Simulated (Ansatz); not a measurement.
## Run report: C4H5Cl, single-point calculation

- system: C4H5Cl
- method: RKS r2SCAN-D4/def2-TZVPP (Ansatz 0.2.0)

The geometry comes from this level: PBE0-D4/def2-TZVP. Figures and captions count atoms from 1; the log counts them from 0 in places.

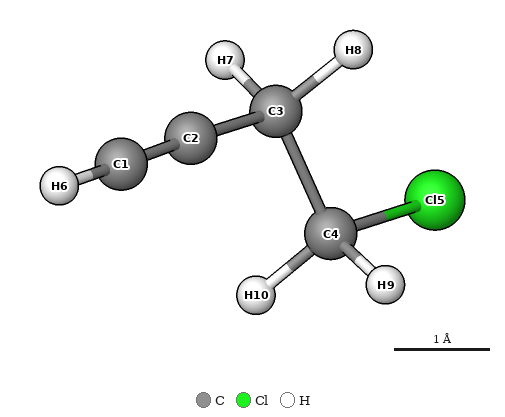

**Figure 1.** The input geometry (ball-and-stick view, seen at a tilt; atoms are numbered from 1 in the order of the input).

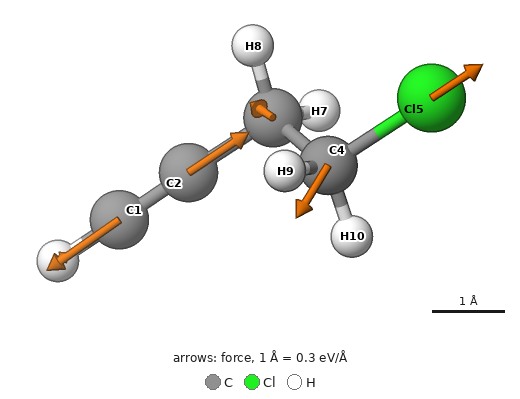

**Figure 2.** Forces on the atoms as orange arrows (ball-and-stick view, seen at a tilt; atoms are numbered from 1 in the order of the input); the smallest are left out. The largest act on C1 (0.38 eV/Å); C2 (0.32 eV/Å); C4 (0.27 eV/Å); Cl5 (0.27 eV/Å), among others. The geometry is not a stationary point of this energy.

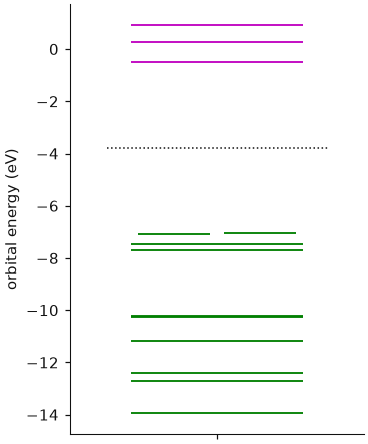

**Figure 3.** Orbital energies near the frontier; the dotted line parts filled from empty levels, and levels within 0.02 eV of each other stand side by side. Highest filled −7.06 eV, lowest empty −0.50 eV, 6.56 eV apart.

The input that produced these results follows, with the program's output.

**Input**
```yaml
crystal:
  periodic: [false, false, false]
  atoms:
    - {symbol: C, position_ang: [-0.871980, -0.119120, 2.162680]}
    - {symbol: C, position_ang: [-0.151913, -0.141681, 1.202975]}
    - {symbol: C, position_ang: [0.683522, -0.157089, 0.014787]}
    - {symbol: C, position_ang: [-0.128621, 0.199893, -1.220214]}
    - {symbol: Cl, position_ang: [0.898334, 0.179957, -2.674036]}
    - {symbol: H, position_ang: [-1.499769, -0.102790, 3.022008]}
    - {symbol: H, position_ang: [1.508256, 0.552523, 0.127458]}
    - {symbol: H, position_ang: [1.131135, -1.146560, -0.115676]}
    - {symbol: H, position_ang: [-0.933170, -0.515532, -1.381253]}
    - {symbol: H, position_ang: [-0.552593, 1.198997, -1.135931]}
basis:
  gaussian: {orbitals: def2-TZVPP}
hamiltonian: {xc: r2scan, dispersion: d4}
output: {forces: true, orbitals: {seedname: orbitals}}
```

Launch command:
```bash
ansatz run in.yaml --threads 4 --pin off --events-out ev --progress --plain --max-ram 10444MiB
```

**The program's output**
```
Functional definition: r2SCAN
  name "r2SCAN"
  cite "Furness, Kaplan, Ning, Perdew & Sun, J. Phys. Chem. Lett. 11, 8208 (2020) doi:10.1021/acs.jpclett.0c02405"
  cite "Furness, Kaplan, Ning, Perdew & Sun, J. Phys. Chem. Lett. 11, 9248 (2020) doi:10.1021/acs.jpclett.0c03077"
  parent r2scan
  parameter k0 = 0.174
  parameter k1 = 0.065
  parameter a1 = 4.9479
  exchange = r2scan_x(k0 = k0, k1 = k1, a1 = a1)
  correlation = r2scan_c
1309 factors; their error is unknown
mean field evaluation 1: about -16738.4656 eV, gradient 6.5e1 eV
mean field evaluation 2: about -16728.8145 eV, gradient 8.8e1 eV
mean field evaluation 4: about -16748.4602 eV, gradient 1.3e1 eV
mean field evaluation 8: about -16748.8577 eV, gradient 2.7e-1 eV
mean field evaluation 16: about -16748.8191 eV, gradient 1.1e-2 eV
mean field -16748.81912665 eV, -615.5077501470 hartree, gradient 3.1e-5 eV, S^2 0.000000; 0 other end points of the search recorded, 0 dependent functions left out
the calculation of the forces begins
reference -16748.81913769 eV, -615.5077505526 hartree; 23, 23 occupied and 213, 213 virtual orbitals, 1309 factors
Total energy: -16748.86854024 eV, -615.5095660631 hartree
Atom 0 at    -0.871980    -0.119120     2.162680 Å, force    -0.235960     0.008656     0.303947 eV/Å
Atom 1 at    -0.151913    -0.141681     1.202975 Å, force     0.187804    -0.004745    -0.257054 eV/Å
Atom 2 at     0.683522    -0.157089     0.014787 Å, force     0.080758    -0.039436     0.150022 eV/Å
Atom 3 at    -0.128621     0.199893    -1.220214 Å, force    -0.254542     0.044511     0.083728 eV/Å
Atom 4 at     0.898334     0.179957    -2.674036 Å, force     0.157006    -0.003525    -0.218894 eV/Å
Atom 5 at    -1.499769    -0.102790     3.022008 Å, force     0.037702    -0.001075    -0.050230 eV/Å
Atom 6 at     1.508256     0.552523     0.127458 Å, force     0.007956    -0.001414    -0.011093 eV/Å
Atom 7 at     1.131135    -1.146560    -0.115676 Å, force     0.008457     0.000900    -0.010751 eV/Å
Atom 8 at    -0.933170    -0.515532    -1.381253 Å, force     0.007162     0.005931     0.006287 eV/Å
Atom 9 at    -0.552593     1.198997    -1.135931 Å, force     0.003657    -0.009801     0.004038 eV/Å
Dipole moment:    -0.146860    -0.001470     0.238030 e Å
```

**Key numbers**

- outcome: converged
- total energy: −16748.8685 eV
- mean-field energy: −16748.8191 eV
- dispersion energy: −0.0494 eV
- SCF solution under orbital rotations: stable
- HOMO: −7.06 eV
- LUMO: −0.50 eV
- largest force (length of the vector): 0.385 eV/Å
- dipole moment: 1.34 D
- hardware: 4 threads of Arm Neoverse V1, 23 GiB of memory available, shared host
- wall time: 4.6 s (CPU time 16 s)
- peak memory: 0.31 GiB
